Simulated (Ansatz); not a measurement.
## ZnNi3C (Pm-3m): phonons and vibrational spectra

Task: relax ZnNi3C (Pm-3m), then find its harmonic phonons.

Program: Ansatz 0.2.0. Level of theory: DFT PBEsol, scalar-relativistic, plane waves, PAW; PAW set soft_1. Results are calculated unless marked as measured.

### Step 1. The structure

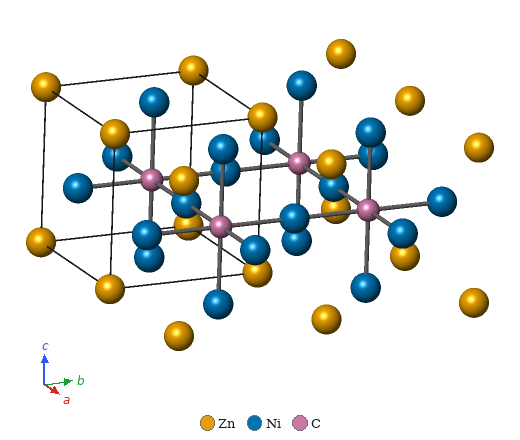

Start, viewed slightly off an axis; zinc orange, nickel blue, carbon pink. 2×2×1 cells are drawn. Some periodic images of atoms are drawn too.

As a file:

```cif
data_structure
_symmetry_space_group_name_H-M 'Pm-3m'
_symmetry_Int_Tables_number 221
_cell_length_a 3.7663
_cell_length_b 3.7663
_cell_length_c 3.7663
_cell_angle_alpha 90.000
_cell_angle_beta 90.000
_cell_angle_gamma 90.000
_cell_volume 53.42
loop_
_atom_site_label
_atom_site_type_symbol
_atom_site_symmetry_multiplicity
_atom_site_Wyckoff_symbol
_atom_site_fract_x
_atom_site_fract_y
_atom_site_fract_z
_atom_site_occupancy
Zn1 Zn 1 a 0.00000 0.00000 0.00000 1
Ni1 Ni 3 c 0.00000 0.50000 0.50000 1
C1 C 1 b 0.50000 0.50000 0.50000 1
```

### Step 2. Relaxation

The cell and atoms are relaxed, since residual forces and stress would shift the frequencies.

File input.yaml:

```yaml
crystal:
  lattice:
    - [3.766253, 0.0, 0.0]
    - [0.0, 3.766253, 0.0]
    - [0.0, 0.0, 3.766253]
  atoms:
    - { symbol: Zn, position: [0.0, 0.0, 0.0] }
    - { symbol: Ni, position: [0.0, 0.5, 0.5] }
    - { symbol: Ni, position: [0.5, 0.5, 0.0] }
    - { symbol: Ni, position: [0.5, 0.0, 0.5] }
    - { symbol: C, position: [0.5, 0.5, 0.5] }
kpoints:
  mp_grid: { grid: [10, 10, 10] }
hamiltonian:
  xc: pbesol
  pseudopotentials: { kind: paw, azcp: { folder: soft_1 }, xc_functional: pbe }
scf:
  occupations: { method: gaussian, width: 0.1 }
output:
  forces: true
  stress: true
  eigenvalues: true
relax:
  adjacent_minimum: "off"
  f_tol: 0.005
  max_steps: 80
  cell: { stress_tol: 0.05 }
```

On the command line:

```
ansatz run input.yaml --threads 4 --pin off --max-ram 10240MiB --backend cpu --events-out ev --progress --plain --runs-dir out
```

Numbers of over 12 decimals in the logs are rounded to 6 here.

Output:

```text
Engine: ansatz 0.2.0, x86_64-unknown-linux-gnu
Pseudopotentials: kind: paw
Pseudopotential: Zn, paw, valence charge 12, recommended cutoff 420 eV (normal), soft_1/Zn.paw.azcp
Pseudopotential: Ni, paw, valence charge 18, recommended cutoff 420 eV (normal), soft_1/Ni.paw.azcp
Pseudopotential: C, paw, valence charge 4, recommended cutoff 420 eV (normal), soft_1/C.paw.azcp
Functional definition: PBEsol
  exchange = pbesol_x
  correlation = pbesol_c
Crystal: 5 atoms, lattice volume = 53.423 Å³
Basis set: ecut = 420 eV, 1021 PW (Γ), exchange–correlation on 54×54×54 points (8 copies of the dense FFT grid, shifted against one another)
Bands: 42, of which v1, the nominal top of the filled ones, is band 35 counted from 1 (34 counted from 0)
Symmetry: 48 space group operations
Space group: Pm-3m (ITA 221), of the structure as read, at distance tolerance 3.8e-5 Å
k-points: 56 of 1000
Non-local potential: Zn, projectors of the file, l = 0: 2, l = 1: 2, l = 2: 3, l = 3: 1
Non-local potential: Ni, projectors of the file, l = 0: 3, l = 1: 2, l = 2: 3, l = 3: 1
Non-local potential: C, projectors of the file, l = 0: 2, l = 1: 2, l = 2: 1
PAW form: soft (Blöchl's): semilocal exchange-correlation on the pseudo side does not see the compensation charge
PAW frozen core: Zn, regenerated for the run's functional, and the local potential with it (the file was generated under x = pbe(κ = 0.804, μ = 0.219515), c = pbe(β = 0.066725))
PAW frozen core: Ni, regenerated for the run's functional, and the local potential with it (the file was generated under x = pbe(κ = 0.804, μ = 0.219515), c = pbe(β = 0.066725))
PAW frozen core: C, regenerated for the run's functional, and the local potential with it (the file was generated under x = pbe(κ = 0.804, μ = 0.219515), c = pbe(β = 0.066725))
PAW one-centre angular grid: Zn, 590 points (default); XC on 64 Gauss nodes
PAW one-centre angular grid: Ni, 590 points (default); XC on 64 Gauss nodes
PAW one-centre angular grid: C, 110 points (default); XC on 64 Gauss nodes
Initial density: superposition of atomic densities (chi_scale 0.1, normalization cell, long waves kept (reshape's long-wave potential 0.01 eV rms))
Initial wavefunctions: pseudopotential atomic-orbital guess
Functional: x = pbesol(κ = 0.804, μ = 0.123457), c = pbesol(β = 0.046)
SCF iter   1: F=—  HF=-20943.954800 eV  |F-HF|=—  |Δ(HF+E_count)|=         —  Δρ=7.30e-2  dr2=3.40e0  ethr=3.10e-3  ⟨swp⟩=5.7  Hψ=8841  notcnv=0  defer=2
preconditioner: auto → Kerker (q_TF=auto, 2.854 Å⁻¹)  [metal: Δε(μ)=0.014 eV  Ē_g=8.495 eV  σ=0.100 eV  W_gap=0.08  n_scr=18 (ndim 8)  ℏωp=34.5 eV  f_vac=0.000  D(μ)=5.51/eV (n_scr^D=80)]
SCF iter   2: F=—  HF=-20943.335004 eV  |F-HF|=—  |Δ(HF+E_count)|=   6.20e-1  Δρ=3.30e-2  dr2=1.05e0  ethr=3.10e-3  ⟨swp⟩=2.4  Hψ=3102  notcnv=0  defer=107
SCF iter   3: F=—  HF=-20943.057051 eV  |F-HF|=—  |Δ(HF+E_count)|=   2.78e-1  Δρ=1.62e-2  dr2=3.09e-1  ethr=1.50e-3  ⟨swp⟩=2.2  Hψ=4190  notcnv=0  defer=110
SCF iter   4: F=—  HF=-20942.980432 eV  |F-HF|=—  |Δ(HF+E_count)|=   7.66e-2  Δρ=7.36e-3  dr2=2.32e-2  ethr=4.42e-4  ⟨swp⟩=2.4  Hψ=3738  notcnv=0  defer=110
SCF iter   5: F=—  HF=-20942.978034 eV  |F-HF|=—  |Δ(HF+E_count)|=   2.40e-3  Δρ=3.91e-3  dr2=4.79e-3  ethr=3.31e-5  ⟨swp⟩=2.1  Hψ=3672  notcnv=0  defer=103
SCF iter   6: F=—  HF=-20942.976876 eV  |F-HF|=—  |Δ(HF+E_count)|=   1.16e-3  Δρ=1.54e-3  dr2=6.23e-4  ethr=6.85e-6  ⟨swp⟩=2.0  Hψ=3494  notcnv=0  defer=103
SCF iter   7: F=—  HF=-20942.976699 eV  |F-HF|=—  |Δ(HF+E_count)|=   1.77e-4  Δρ=2.92e-4  dr2=2.80e-5  ethr=8.90e-7  ⟨swp⟩=2.1  Hψ=3496  notcnv=0  defer=103
SCF iter   8: F=—  HF=-20942.976690 eV  |F-HF|=—  |Δ(HF+E_count)|=   8.28e-6  Δρ=8.74e-5  dr2=3.52e-6  ethr=4.00e-8  ⟨swp⟩=2.0  Hψ=3297  notcnv=0  defer=103
SCF iter   9: F=—  HF=-20942.976690 eV  |F-HF|=—  |Δ(HF+E_count)|=   3.40e-7  Δρ=2.50e-5  dr2=2.18e-7  ethr=5.02e-9  ⟨swp⟩=2.5  Hψ=3779  notcnv=0  defer=103
SCF iter  10: F=-20942.976690 eV  HF=-20942.976690 eV  |F-HF|=6.80e-9  |Δ(HF+E_count)|=   4.92e-8  Δρ=4.94e-6  dr2=5.26e-9  ethr=1.43e-10  ⟨swp⟩=10.8  Hψ=11097  notcnv=0
SCF 1 converged in 10 iterations: F = -20942.976690 eV  dr2 = 5.26e-9
  greatest PAW one-centre occupation: 1.001 electrons in one spin orbital (limit 2), on the Ni atom at site 2 (counted from 0), in its partial waves of l = 1
relax step   1: F+E_penalty+E_count = -20942.97668983 eV  Δ(F+E_penalty+E_count) = +0.000e0 eV  max|allowed force component| = 4.312e-29 eV/Å  Δτ_max = 0.0000 Å  P = -7.516 GPa  Ω = 53.423 Å³  (10 SCF iters, dr2 threshold 1.00e-7 eV, accepted)
Crystal: 5 atoms, lattice volume = 52.408 Å³
Initial density: handed on by an earlier stage of this run
Initial wavefunctions: those handed on with the density
iter 1 solved again at ethr=1.68e-5 eV; its pass at ethr=3.10e-3 eV (dr2=1.18e-2 eV) is discarded
SCF iter   1: F=—  HF=-20943.015845 eV  |F-HF|=—  |Δ(HF+E_count)|=         —  Δρ=4.91e-3  dr2=1.15e-2  ethr=1.68e-5  ⟨swp⟩=1.2  Hψ=10590  notcnv=0
preconditioner: auto → Kerker (q_TF=auto, 2.863 Å⁻¹)  [metal: Δε(μ)=0.029 eV  Ē_g=8.746 eV  σ=0.100 eV  W_gap=0.16  n_scr=18 (ndim 8)  ℏωp=34.8 eV  f_vac=0.000  D(μ)=4.97/eV (n_scr^D=80)]
SCF iter   2: F=—  HF=-20943.014406 eV  |F-HF|=—  |Δ(HF+E_count)|=   1.44e-3  Δρ=2.11e-3  dr2=3.05e-3  ethr=1.64e-5  ⟨swp⟩=1.2  Hψ=2361  notcnv=0
SCF iter   3: F=—  HF=-20943.013841 eV  |F-HF|=—  |Δ(HF+E_count)|=   5.65e-4  Δρ=7.62e-4  dr2=3.79e-4  ethr=4.36e-6  ⟨swp⟩=2.0  Hψ=2890  notcnv=0
SCF iter   4: F=—  HF=-20943.013759 eV  |F-HF|=—  |Δ(HF+E_count)|=   8.24e-5  Δρ=2.82e-4  dr2=4.37e-5  ethr=5.41e-7  ⟨swp⟩=2.1  Hψ=3289  notcnv=0
SCF iter   5: F=—  HF=-20943.013748 eV  |F-HF|=—  |Δ(HF+E_count)|=   1.04e-5  Δρ=1.43e-4  dr2=1.20e-5  ethr=6.24e-8  ⟨swp⟩=2.3  Hψ=3646  notcnv=0
SCF iter   6: F=—  HF=-20943.013746 eV  |F-HF|=—  |Δ(HF+E_count)|=   2.29e-6  Δρ=4.92e-5  dr2=6.82e-7  ethr=1.72e-8  ⟨swp⟩=2.0  Hψ=3291  notcnv=0
SCF iter   7: F=-20943.013746 eV  HF=-20943.013746 eV  |F-HF|=9.93e-9  |Δ(HF+E_count)|=   2.00e-8  Δρ=8.07e-6  dr2=2.34e-8  ethr=7.14e-10  ⟨swp⟩=5.8  Hψ=10142  notcnv=0
SCF 2 converged in 7 iterations: F = -20943.013746 eV  dr2 = 2.34e-8
  greatest PAW one-centre occupation: 1.001 electrons in one spin orbital (limit 2), on the Ni atom at site 3 (counted from 0), in its partial waves of l = 1
relax step   2: F+E_penalty+E_count = -20943.01374612 eV  Δ(F+E_penalty+E_count) = -3.706e-2 eV  max|allowed force component| = 1.238e-29 eV/Å  Δτ_max = 0.0000 Å  P = -3.799 GPa  Ω = 52.408 Å³  energy of the carried Pulay correction = +9.853e-4 eV  (7 SCF iters, dr2 threshold 5.00e-7 eV, accepted)
Crystal: 5 atoms, lattice volume = 51.409 Å³
iter 1 solved again at ethr=1.71e-5 eV; its pass at ethr=3.10e-3 eV (dr2=1.20e-2 eV) is discarded
SCF iter   1: F=—  HF=-20943.028102 eV  |F-HF|=—  |Δ(HF+E_count)|=         —  Δρ=4.96e-3  dr2=1.17e-2  ethr=1.71e-5  ⟨swp⟩=1.2  Hψ=10646  notcnv=0
preconditioner: auto → Kerker (q_TF=auto, 2.872 Å⁻¹)  [metal: Δε(μ)=0.031 eV  Ē_g=8.885 eV  σ=0.100 eV  W_gap=0.17  n_scr=18 (ndim 8)  ℏωp=35.1 eV  f_vac=0.000  D(μ)=4.85/eV (n_scr^D=56)]
SCF iter   2: F=—  HF=-20943.026629 eV  |F-HF|=—  |Δ(HF+E_count)|=   1.47e-3  Δρ=2.18e-3  dr2=3.20e-3  ethr=1.67e-5  ⟨swp⟩=1.1  Hψ=2359  notcnv=0
SCF iter   3: F=—  HF=-20943.026041 eV  |F-HF|=—  |Δ(HF+E_count)|=   5.88e-4  Δρ=7.32e-4  dr2=3.58e-4  ethr=4.57e-6  ⟨swp⟩=2.0  Hψ=2944  notcnv=0
SCF iter   4: F=—  HF=-20943.025957 eV  |F-HF|=—  |Δ(HF+E_count)|=   8.43e-5  Δρ=3.02e-4  dr2=4.43e-5  ethr=5.12e-7  ⟨swp⟩=2.0  Hψ=3259  notcnv=0
SCF iter   5: F=—  HF=-20943.025946 eV  |F-HF|=—  |Δ(HF+E_count)|=   1.09e-5  Δρ=1.43e-4  dr2=1.20e-5  ethr=6.32e-8  ⟨swp⟩=2.4  Hψ=3725  notcnv=0
SCF iter   6: F=—  HF=-20943.025943 eV  |F-HF|=—  |Δ(HF+E_count)|=   2.36e-6  Δρ=5.08e-5  dr2=7.32e-7  ethr=1.72e-8  ⟨swp⟩=2.0  Hψ=3361  notcnv=0
SCF iter   7: F=-20943.025943 eV  HF=-20943.025943 eV  |F-HF|=9.54e-9  |Δ(HF+E_count)|=   2.24e-8  Δρ=8.39e-6  dr2=2.50e-8  ethr=7.14e-10  ⟨swp⟩=5.9  Hψ=10240  notcnv=0
SCF 3 converged in 7 iterations: F = -20943.025943 eV  dr2 = 2.50e-8
  greatest PAW one-centre occupation: 1.001 electrons in one spin orbital (limit 2), on the Ni atom at site 1 (counted from 0), in its partial waves of l = 1
relax step   3: F+E_penalty+E_count = -20943.02594325 eV  Δ(F+E_penalty+E_count) = -1.220e-2 eV  max|allowed force component| = 1.510e-29 eV/Å  Δτ_max = 0.0000 Å  P = +0.276 GPa  Ω = 51.409 Å³  energy of the carried Pulay correction = +1.973e-3 eV  (7 SCF iters, dr2 threshold 5.00e-7 eV, accepted)
[...]
relax step   4: F+E_penalty+E_count = -20943.02593220 eV  Δ(F+E_penalty+E_count) = +1.105e-5 eV  max|allowed force component| = 3.345e-29 eV/Å  Δτ_max = 0.0000 Å  P = -0.009 GPa  Ω = 51.475 Å³  energy of the carried Pulay correction = +1.907e-3 eV  (6 SCF iters, dr2 threshold 1.91e-7 eV, accepted)
Basis set: ecut = 420 eV, 1021 PW (Γ), exchange–correlation on 50×50×50 points (8 copies of the dense FFT grid, shifted against one another)
Initial wavefunctions: pseudopotential atomic-orbital guess (no wavefunctions were taken with the density)
iter 1 solved again at ethr=1.73e-6 eV; its pass at ethr=3.10e-3 eV (dr2=1.21e-3 eV) is discarded
SCF iter   1: F=—  HF=-20943.024115 eV  |F-HF|=—  |Δ(HF+E_count)|=         —  Δρ=1.03e-4  dr2=1.53e-6  ethr=1.73e-6  ⟨swp⟩=2.2  Hψ=13854  notcnv=0
eigensolver tolerance schedule: the retry pair's looser diagonalisation over-reported the residual by 787.15 of it (diagonalisation noise at 0.78 of the residual, at the tolerance the schedule requests for it); recorded, not acted on — ethr = c·dr2/N_el stays at c = 1.0e-1
preconditioner: auto → Kerker (q_TF=auto, 2.872 Å⁻¹)  [metal: Δε(μ)=0.023 eV  Ē_g=8.892 eV  σ=0.100 eV  W_gap=0.13  n_scr=18 (ndim 8)  ℏωp=35.1 eV  f_vac=0.000  D(μ)=4.63/eV (n_scr^D=56)]
SCF iter   2: F=—  HF=-20943.024159 eV  |F-HF|=—  |Δ(HF+E_count)|=   4.45e-5  Δρ=1.32e-4  dr2=4.06e-6  ethr=2.19e-9  ⟨swp⟩=2.5  Hψ=4558  notcnv=0
SCF iter   3: F=—  HF=-20943.024159 eV  |F-HF|=—  |Δ(HF+E_count)|=   3.93e-7  Δρ=2.30e-5  dr2=1.55e-7  ethr=2.19e-9  ⟨swp⟩=2.0  Hψ=2955  notcnv=0
SCF iter   4: F=—  HF=-20943.024159 eV  |F-HF|=—  |Δ(HF+E_count)|=   3.82e-7  Δρ=1.31e-5  dr2=5.93e-8  ethr=2.22e-10  ⟨swp⟩=2.4  Hψ=3611  notcnv=0
SCF iter   5: F=—  HF=-20943.024159 eV  |F-HF|=—  |Δ(HF+E_count)|=   3.42e-8  Δρ=5.26e-6  dr2=4.51e-9  ethr=8.47e-11  ⟨swp⟩=2.0  Hψ=3592  notcnv=0
SCF iter   6: F=—  HF=-20943.024159 eV  |F-HF|=—  |Δ(HF+E_count)|=   5.84e-9  Δρ=1.06e-6  dr2=1.98e-10  ethr=6.44e-12  ⟨swp⟩=2.8  Hψ=4384  notcnv=0
SCF iter   7: F=—  HF=-20943.024159 eV  |F-HF|=—  |Δ(HF+E_count)|=  8.00e-11  Δρ=4.87e-7  dr2=6.93e-11  ethr=1.00e-12  ⟨swp⟩=4.9  Hψ=9145  notcnv=0
SCF iter   8: F=-20943.024159 eV  HF=-20943.024159 eV  |F-HF|=3.64e-12  |Δ(HF+E_count)|=    0.00e0  Δρ=5.37e-8  dr2=9.40e-13  ethr=1.00e-12  ⟨swp⟩=4.3  Hψ=8247  notcnv=0
SCF 5 converged in 8 iterations: F = -20943.024159 eV  dr2 = 9.40e-13
relax step   5: F+E_penalty+E_count = -20943.02415874 eV  Δ(F+E_penalty+E_count) = +1.773e-3 eV  max|allowed force component| = 2.823e-28 eV/Å  Δτ_max = 0.0000 Å  P = -0.019 GPa  Ω = 51.475 Å³  stress off target by 1.92e-2 GPa  SCF on the basis re-selected at this cell (its energy is not comparable with the rows above)  (8 SCF iters)
basis re-selected at this cell: Δ(F+E_penalty+E_count) = +1.773e-3 eV, ΔP = -0.010 GPa vs the last step (what re-selecting the basis moved, of the pressure what is left beyond the Pulay correction that the steps carried, after the strain that the cell walked since its last selection, with what the two solves' SCF thresholds leave and, on support functions, any second-order correction that the steps lacked; it is no measure of the basis error at this ecutwfc). The dense FFT grid was sized anew with the basis: this SCF ran on 25×25×25 points, the steps before it on 27×27×27, so part of this shift can come from that change (see relax.cell in the input reference). [rest of the remark cut]
SCF converged after 8 iterations
Free energy (F): -20943.024159 eV
Harris-Foulkes:  -20943.024159 eV  (|F-HF|=3.64e-12)
Internal energy: -20943.001005 eV  (E = F + TS)
E sigma→0 (E₀):  -20943.012582 eV
Entropy (-TS):   -0.023153 eV (-4.631 meV/atom)
Fermi energy:    16.012128 eV
--- Per-component energies (eV) ---
  E_band       = -836.438343
  E_kinetic    = 1260.326828
  E_local      = -10807.725613  (includes V_loc(G=0)·N_el)
  E_nonlocal   = 496.552597
  E_hartree    = 5489.453644
  E_xc         = -463.582706
  E_vxc        = -548.767056  (∫ρ·V_xc dr)
  E_paw        = -6820.839667  (= ΣΔE_a)
  E_vpaw       = -2215.734810  (= ΣTr[D̂ρ^β])
  E_aug_tail   = 0.002469  (compensation charges beyond the density's cutoff)
  E_ewald      = -10098.598880
  E_core_change = 1.410324  (= ΣΔE_core)
  E_smearing   = -0.023153  (= −TS)
  E_closure    = 0.000000  (closes the sum)
  Σ components = -20943.024159   (vs F -20943.024159, Δ=0.00e0)
--- Forces (eV/Å), atoms counted from 1 ---
  atom   1  Zn    -0.00000000    -0.00000000    -0.00000000
  atom   2  Ni    -0.00000000     0.00000000     0.00000000
  atom   3  Ni     0.00000000     0.00000000     0.00000000
  atom   4  Ni    -0.00000000    -0.00000000     0.00000000
  atom   5  C     -0.00000000     0.00000000    -0.00000000
  max |Σ_I F_I| component: 3.98e-28 eV/Å
--- Stress (GPa, compression-positive) ---
       -0.019198       0.000000       0.000000
        0.000000      -0.019198       0.000000
        0.000000       0.000000      -0.019198
  P = ⅓ Tr σ = -0.0192 GPa (-0.192 kbar)
--- Band table (eV; the first three rows and the last of 56) ---
  k-point 0: bands = [... 31 lower, 14.7347, 15.2436, 15.2436, 15.2436, 15.5589, 18.9358, 20.6647, 20.6647, ... 3 higher]
  k-point 1: bands = [... 31 lower, 14.7213, 15.2437, 15.3161, 15.3161, 15.5214, 18.9540, 20.3040, 20.7461, ... 3 higher]
  k-point 2: bands = [... 31 lower, 14.6860, 15.2439, 15.4116, 15.5349, 15.5349, 19.0213, 19.8857, 20.9444, ... 3 higher]
  k-point 55: bands = [... 31 lower, 14.9821, 14.9821, 15.3187, 15.3187, 15.3187, 17.6164, 17.6164, 17.6164, ... 3 higher]
--- Relaxed structure (4 steps of the walk, 4 accepted, 1 SCFs on fresh bases) ---
  F+E_penalty+E_count = -20943.02415874 eV   max|allowed force component| = 2.823e-28 eV/Å   (the final SCF, on the basis selected at the relaxed cell)
  cell:  # Å, volume = 51.4753 Å³
    - [3.719915, 0, 0]
    - [0, 3.719915, 0]
    - [0, 0, 3.719915]
  atoms:
    - { symbol: Zn, position: [0, 0, 0] }
    - { symbol: Ni, position: [0, 0.500000, 0.500000] }
    - { symbol: Ni, position: [0.500000, 0.500000, 0] }
    - { symbol: Ni, position: [0.500000, 0, 0.500000] }
    - { symbol: C, position: [0.500000, 0.500000, 0.500000] }
```

Elapsed: 10 s, on 4 threads of Intel Xeon Platinum 8375C at 2.90GHz (Ice Lake), shared host; peak memory 0.5 GiB.

This run has no spin polarisation, although Ni can carry a moment.

Relaxation path:

```tsv
step	energy less that of the first step (eV)	largest force component (eV/Å)	pressure (GPa)	volume (Å³)
1	0.0000	0.0000	-7.52	53.42
2	-0.0371	0.0000	-3.80	52.41
3	-0.0493	0.0000	0.28	51.41
4	-0.0492	0.0000	-0.01	51.48
5*	-0.0475	0.0000	-0.02	51.48
```

Relaxation steps marked * repeat the geometry before them on a plane-wave basis chosen anew for their cell, so energy and pressure can jump there.

Forces are held to the 48 operations that the run works with; a distortion that breaks them can't arise in this run.

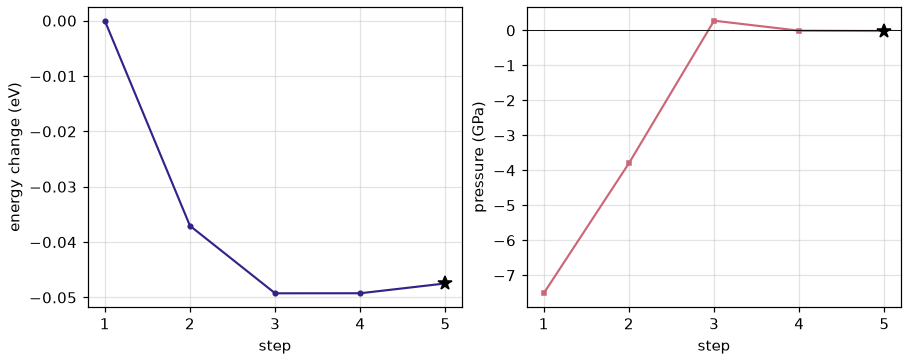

Energy and pressure along the relaxation. Stars mark steps on a basis chosen anew.

```tsv
conventional cell, symmetrised	before	after	change
a (Å)	3.766	3.720	-1.2 %
b (Å)	3.766	3.720	-1.2 %
c (Å)	3.766	3.720	-1.2 %
volume (Å³/atom)	10.68	10.30	-3.6 %
```

Numbers from this step:

```
pressure          : -0.01920 GPa
volume per atom   : 10.30 Å³
gap on the k-mesh : 0 eV
```

In this step the volume went from 10.68 to 10.30 Å³/atom.

### Step 3. Tight relaxation

Phonons need a cell at rest on their own settings, so the relaxation is repeated with tight tolerances on forces and stress on the k mesh and occupations of the first response run.

input.yaml, the sections that differ from step 2:

```yaml
crystal:
  lattice:
    - [3.7199153285, 0.0, 0.0]
    - [0.0, 3.7199153285, 0.0]
    - [0.0, 0.0, 3.7199153285]
  atoms:
    - { symbol: Zn, position: [0.0, 0.0, 0.0] }
    - { symbol: Ni, position: [0.0, 0.5, 0.5] }
    - { symbol: Ni, position: [0.5, 0.5, 0.0] }
    - { symbol: Ni, position: [0.5, 0.0, 0.5] }
    - { symbol: C, position: [0.5, 0.5, 0.5] }
kpoints:
  mp_grid: { grid: [12, 12, 12] }
scf:
  occupations: { method: methfessel_paxton, width: 0.2 }
relax:
  adjacent_minimum: "off"
  f_tol: 0.001
  max_steps: 60
  cell: { stress_tol: 0.01 }
# hamiltonian, output: as in step 2
```

Output:

```text
[...]
Crystal: 5 atoms, lattice volume = 51.475 Å³
Basis set: ecut = 420 eV, 1021 PW (Γ), exchange–correlation on 50×50×50 points (8 copies of the dense FFT grid, shifted against one another)
Bands: 42, of which v1, the nominal top of the filled ones, is band 35 counted from 1 (34 counted from 0)
Symmetry: 48 space group operations
[...]
k-points: 84 of 1728
[...]
--- Relaxed structure (2 steps of the walk, 2 accepted, 1 SCFs on fresh bases) ---
[...]
cell:  # Å, volume = 51.4738 Å³
    - [3.719879, 0, 0.0]
    - [0, 3.719879, 0.0]
    - [0.0, 0.0, 3.719879]
  atoms:
    - { symbol: Zn, position: [0, 0, 0] }
    - { symbol: Ni, position: [0, 0.500000, 0.500000] }
    - { symbol: Ni, position: [0.500000, 0.500000, 0] }
    - { symbol: Ni, position: [0.500000, 0, 0.500000] }
    - { symbol: C, position: [0.500000, 0.500000, 0.500000] }
[key lines of the parts left out:]
SCF converged after 9 iterations
Free energy (F): -20943.012777 eV
Fermi energy:    16.026073 eV
P = ⅓ Tr σ = -0.0067 GPa (-0.067 kbar)
```

Wall time 8.7 s (4 threads); peak memory 0.52 GiB.

Little changed from the start: no atom moved by 0.005 Å and no cell edge by 0.1 %.

Numbers from this step:

| Property | Result |
| --- | --- |
| pressure | -0.006724 GPa |
| volume per atom | 10.29 Å³ |

The forces vanish by symmetry and the pressure is -0.007 GPa, within the tolerances set. The cell now holds 10.29 Å³/atom.

(Part 1 of 2 ends here.)

[Logs are printed without paths, hosts, clocks, repeated set-up lines and the standing remarks that a program may print on its own settings, such as how far it seeks lower states.]

[Hosts, paths, dates, database ids (printed as entryN), source tags and the programs' standing remarks are cut or masked in the printed files.]
